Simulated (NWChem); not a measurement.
**SrO (SMILES [O][Sr]): levels of theory compared**

We compute a comparison of 5 runs (B3LYP/def2-TZVPP, M06-2X/def2-TZVPP, PBE/def2-TZVPP, PBE0/def2-TZVPP, CCSD(T)/def2-TZVPP) of SrO. 

The calculation is run with NWChem 7.3.0.

2 further runs of the same task are left out: 2 set aside as unsound or not needed.

### 1 The system as given

SrO has 2 atoms, charge 0, and is taken as a singlet. As SMILES, `[O][Sr]`. The O1–Sr2 distance was set to 2.199 Å, away from the relaxed value.

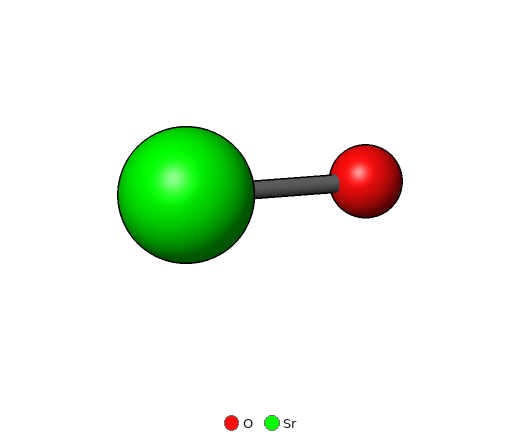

Viewed from a chosen angle; oxygen red, strontium green.

### 2 A single-point energy at B3LYP/def2-TZVPP (core potential) (run 1)

The input, mymol.nw:

```
start mymol
title "OSr energy"
memory stack 880 mb heap 220 mb global 1100 mb
charge 0
geometry noautosym nocenter noautoz
   O      0.000000     0.000000    -0.241340
   Sr     0.000000     0.000000     1.957660
end
basis spherical bse
   O library def2-TZVPP
   Sr library def2-TZVPP
end
ecp bse
   Sr library def2-TZVPP
end
dft
   xc b3lyp
   grid xfine
   convergence energy 1e-08
   maxiter 100
   mulliken
end
task dft energy
```

Started as:

```sh
$ nwchem mymol.nw > mymol.out
```

The program printed:

```text
[...]
          Wavefunction type:  closed shell.
          No. of atoms     :     2
          No. of electrons :    18
[...]
          Charge           :     0
          Spin multiplicity:     1
[...]
          AO basis - number of functions:    71
[...]
              XC Information
              --------------
                         B3LYP Method XC Potential
                     Hartree-Fock (Exact) Exchange  0.200
                        Slater Exchange Functional  0.800 local
                    Becke 1988 Exchange Functional  0.720 non-local
              Lee-Yang-Parr Correlation Functional  0.810
                  VWN I RPA Correlation Functional  0.190 local
[...]
 d= 0,ls=0.0,diis     1   -105.5261058674 -1.25D+02  4.94D-02  2.44D+00     1.1
[...]
 d= 0,ls=0.0,diis    13   -105.9301682060 -2.14D-09  3.98D-07  3.24D-10    12.4
         Total DFT energy =     -105.930168205997
      One electron energy =     -194.158077200071
           Coulomb energy =       81.900547693625
    Exchange-Corr. energy =      -12.924198463070
 Nuclear repulsion energy =       19.251559763518
[...]
      Total Density - Mulliken Population Analysis
     ---------------------------------------------
    Atom       Charge   Shell Charges
 -----------   ------   -------------------------------------------------------
    1 O    8     8.84   0.79  1.18  0.63  0.90  0.48  1.79  1.74  1.32  0.00  0.01  0.00
    2 Sr  10     9.16   0.02 -0.31  1.53  0.76  0.27  0.01  4.83  1.09  0.15  0.08  0.27  0.34  0.11  0.00
[...]
```

It took 13 s on 1 thread of Intel Xeon at 2.60GHz (Ice Lake), shared host; peak memory 0.12 GiB.

### 3 A single-point energy at M06-2X/def2-TZVPP (core potential) (run 2)

The input, input.nw:

```
start input
title "OSr energy"
memory total 2200 mb
charge 0
geometry units au noautosym nocenter noautoz
   O   0.00000000  0.00000000 -0.45606650
   Sr  0.00000000  0.00000000  3.69944125
end
basis spherical bse
   O library def2-TZVPP
   Sr library def2-TZVPP
end
ecp bse
   Sr library def2-TZVPP
end
dft
   xc m06-2x
   grid xfine
   convergence energy 1e-08
   maxiter 100
   mulliken
   noprint "final vectors analysis"
end
task dft energy
```

Started as:

```sh
$ nwchem input.nw > input.out
```

The program printed:

```text
[...]
          Wavefunction type:  closed shell.
          No. of atoms     :     2
          No. of electrons :    18
[...]
          Charge           :     0
          Spin multiplicity:     1
[...]
          AO basis - number of functions:    71
[...]
              XC Information
              --------------
                       M06-2X Method XC Functional
                     Hartree-Fock (Exact) Exchange  0.540
                        M06-2X Exchange Functional  1.000
                      M06-2X Correlation Potential  1.000
[...]
 d= 0,ls=0.0,diis     1   -105.4165171736 -1.25D+02  4.62D-02  2.47D+00     1.3
[...]
 d= 0,ls=0.0,diis    15   -105.8005339086 -7.29D-10  5.68D-07  1.34D-10    18.9
         Total DFT energy =     -105.800533908596
      One electron energy =     -194.254303315082
           Coulomb energy =       82.004696151954
    Exchange-Corr. energy =      -12.802485113996
 Nuclear repulsion energy =       19.251558368529
[...]
      Total Density - Mulliken Population Analysis
     ---------------------------------------------
    Atom       Charge   Shell Charges
 -----------   ------   -------------------------------------------------------
    1 O    8     8.95   0.79  1.18  0.62  0.86  0.54  1.76  1.79  1.41  0.00  0.01  0.00
    2 Sr  10     9.05   0.02 -0.31  1.49  0.79  0.20 -0.01  4.80  1.14  0.13  0.07  0.28  0.35  0.10  0.00
[...]
```

Wall time 20 s (1 thread of Intel Xeon at 2.60GHz (Ice Lake), shared host); peak memory 0.12 GiB.

Run 3 isn't shown in full; the table further down has it.

### 4 A single-point energy at PBE0/def2-TZVPP (core potential) (run 4)

The input, work.nw:

```
start work
title "OSr PBE0"
memory total 2200 mb
geometry units angstroms noautosym nocenter noautoz
O     0.000000    0.000000   -0.241340
Sr    0.000000    0.000000    1.957660
end
basis spherical bse
O library def2-TZVPP
Sr library def2-TZVPP
end
ecp bse
Sr library def2-TZVPP
end
dft
xc pbe0
grid xfine
convergence energy 1e-08
maxiter 100
mulliken
print medium
end
task dft energy
```

Started as:

```sh
$ nwchem work.nw > work.out
```

The program printed:

```text
[...]
          Wavefunction type:  closed shell.
          No. of atoms     :     2
          No. of electrons :    18
[...]
          Charge           :     0
          Spin multiplicity:     1
[...]
          AO basis - number of functions:    71
[...]
              XC Information
              --------------
                         PBE0 Method XC Functional
                     Hartree-Fock (Exact) Exchange  0.250
          PerdewBurkeErnzerhof Exchange Functional  0.750
            Perdew 1991 LDA Correlation Functional  1.000 local
           PerdewBurkeErnz. Correlation Functional  1.000 non-local
[...]
 d= 0,ls=0.0,diis     1   -105.4255569027 -1.25D+02  4.75D-02  2.47D+00     1.1
[...]
 d= 0,ls=0.0,diis    13   -105.8216872020 -3.30D-10  2.66D-07  2.19D-10    12.2
         Total DFT energy =     -105.821687202036
      One electron energy =     -194.218443212246
           Coulomb energy =       81.966500404260
    Exchange-Corr. energy =      -12.821304157568
 Nuclear repulsion energy =       19.251559763518
[...]
      Total Density - Mulliken Population Analysis
     ---------------------------------------------
    Atom       Charge   Shell Charges
 -----------   ------   -------------------------------------------------------
    1 O    8     8.86   0.79  1.18  0.62  0.91  0.48  1.77  1.78  1.33  0.00  0.01  0.00
    2 Sr  10     9.14   0.02 -0.31  1.51  0.78  0.24  0.01  4.82  1.11  0.13  0.08  0.28  0.35  0.11  0.00
[...]
```

Run time: 13 s. Hardware: 1 thread of Intel Xeon at 2.60GHz (Ice Lake), shared host; peak memory 0.12 GiB.

### 5 A single-point energy at CCSD(T)/def2-TZVPP (core potential) (run 5)

The input, osr.xyz:

```xyz
2
OSr
O      0.000000     0.000000    -0.241340
Sr     0.000000     0.000000     1.957660
```

The input, osr.nw:

```
START osr
TITLE "OSr"
memory 2200 mb
GEOMETRY noautosym nocenter noautoz
 load osr.xyz
END
BASIS spherical bse
 * library def2-TZVPP
END
ECP bse
 Sr library def2-TZVPP
END
SCF
 thresh 1e-08
 maxiter 80
END
CCSD
 freeze core 1
 maxiter 60
END
TASK ccsd(t) energy
```

Started as:

```sh
$ nwchem osr.nw > osr.out
```

The program printed:

```text
[...]
  functions       =    71
[...]
  wavefunction    = RHF
[...]
         Total SCF energy =   -105.150847717002
      One-electron energy =   -194.478155418116
      Two-electron energy =     70.075747937596
 Nuclear repulsion energy =     19.251559763518
        Time for solution =      8.7s
[...]
 Total MP2 energy:           -105.650950603602993
[...]
             energy      energy      error      ampl     ampl      Block
                                                time     time      time
[...]
 Total CCSD energy:           -105.636550899266297
[...]
 Total CCSD+T(CCSD) energy:           -105.692794416840854
[...]
 Total CCSD(T) energy:                -105.671052808740370
[...]
```

Wall time 99 s (1 thread of Intel Xeon at 2.60GHz (Ice Lake), shared host); peak memory 0.16 GiB.

### 6 The series

```
run                                level  integration grid  iteration cap  energy (Eh)  dipole moment (D) of the reference  HOMO energy (eV)  LUMO energy (eV)  wall time
  1    B3LYP/def2-TZVPP (core potential)             xfine            100  -105.930168                                9.72             -4.35             -2.49       13 s
  2   M06-2X/def2-TZVPP (core potential)             xfine            100  -105.800534                               11.22                 –                 –       20 s
  3      PBE/def2-TZVPP (core potential)             xfine            100  -105.854406                                8.76             -3.48             -2.74       46 s
  4     PBE0/def2-TZVPP (core potential)             xfine            100  -105.821687                               10.17             -4.40             -2.20       13 s
  5  CCSD(T)/def2-TZVPP (core potential)                 –             80  -105.671053                                   –             -6.60             -0.81       99 s
```

### 7 Summary of results

```
                                         quantity          value
                              run 5: total energy  -105.67105 Eh
       run 5: HOMO energy (Hartree–Fock orbitals)       -6.60 eV
       run 5: LUMO energy (Hartree–Fock orbitals)       -0.81 eV
     run 5: HOMO–LUMO gap (Hartree–Fock orbitals)        5.79 eV
run 5: correlation energy (1 core orbital frozen)     -520.2 mEh
                            run 5: (T) correction     -34.50 mEh
```

What this shows: Over runs 1, 2, 3, 4 the dipole moment (its size) runs from 8.76 D (PBE/def2-TZVPP) to 11.22 D (M06-2X/def2-TZVPP). Over runs 1, 3, 4 the HOMO–LUMO gap runs from 0.74 eV (PBE/def2-TZVPP) to 2.20 eV (PBE0/def2-TZVPP). Totals of different functionals can't be ranked against each other. All runs together took 3.2 min, the longest 99 s.
